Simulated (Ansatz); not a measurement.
Results of RPBE (plane waves, PAW; Ansatz, a program for electronic structure) for double-hcp La.

Settings: plane-wave cutoff 520 eV, 18×18×6 k mesh (along the axes of the cell as run), Fermi–Dirac smearing 0.05 eV, scalar-relativistic PAW data made under PBE.

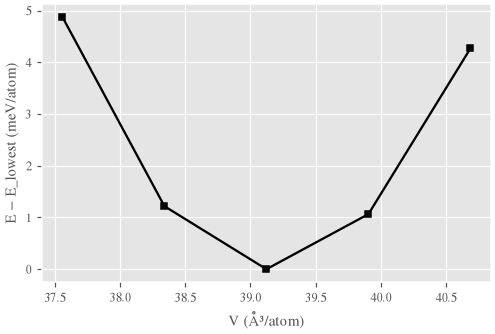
Fig. 1. Total energy against volume

Task: From the curve, estimate the equilibrium volume and the bulk modulus.

Result: V0 ≈ 39.1 Å³/atom and B0 ≈ 23 GPa; the fit gives V0 = 39.140 Å³/atom, B0 = 23.3 GPa, B′ = 2.3.

Shape and atoms are relaxed at each volume.

Measured, for comparison: bulk modulus 27.9 GPa (room temperature, not corrected to a static lattice; as tabulated in Wikipedia's data pages). Computed (rounded) less measured: bulk modulus -16 %.

Note: the bulk modulus comes from volumes at which shape and atoms were relaxed.

Spin–orbit coupling is not included.
